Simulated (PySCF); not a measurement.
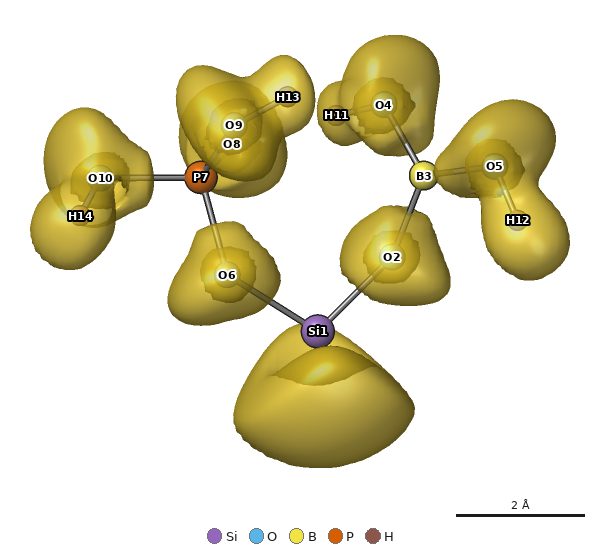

Figure 1: BH₄O₇PSi (SMILES O=P(O)(O)O[Si]OB(O)O). Isosurface of the ELF at 0.75 (yellow), seen across its widest extent. Core shells and regions of very low density are left out.

Geometry: PBE0-D3(BJ)/def2-SVP.

Method: PySCF 2.14.0, PBE0/pcSseg-1, SCF density, gas phase, non-relativistic.

```xyz
14

Si    0.2974   -2.2948   -0.2206
O     1.4173   -1.0801   -0.2861
B     1.8632    0.2311   -0.1335
O     1.1872    1.2902   -0.6388
O     2.9855    0.4679    0.5880
O    -1.1543   -1.4406    0.1249
P    -1.6347    0.0498   -0.2396
O    -1.1838    0.5098   -1.5772
O    -1.1263    0.9654    0.9710
O    -3.2122   -0.0175   -0.0646
H     0.4358    1.0498   -1.2308
H     3.3810   -0.3470    0.9101
H    -0.3117    1.4338    0.6978
H    -3.4931   -0.5712    0.6751
```

### What do the ELF domains correspond to?

The surface consists of two regions on O in which the atom's valence shell and bonds are merged, one lobe on Si, pointing away from the bonds (lone pairs), one region wrapped around O (its lone pairs, merged into a ring or cap) and four joined regions spread over several atoms (H, O), in which their bonds and any lone pairs are merged. Along the contacts the grid gives the following. B–O (1.35 Å): the ELF peaks at about 0.90 between the atoms, as expected for a polar covalent bond. P–O (1.48 Å): the ELF peaks at about 0.80 between the atoms: a short, strongly polar bond.
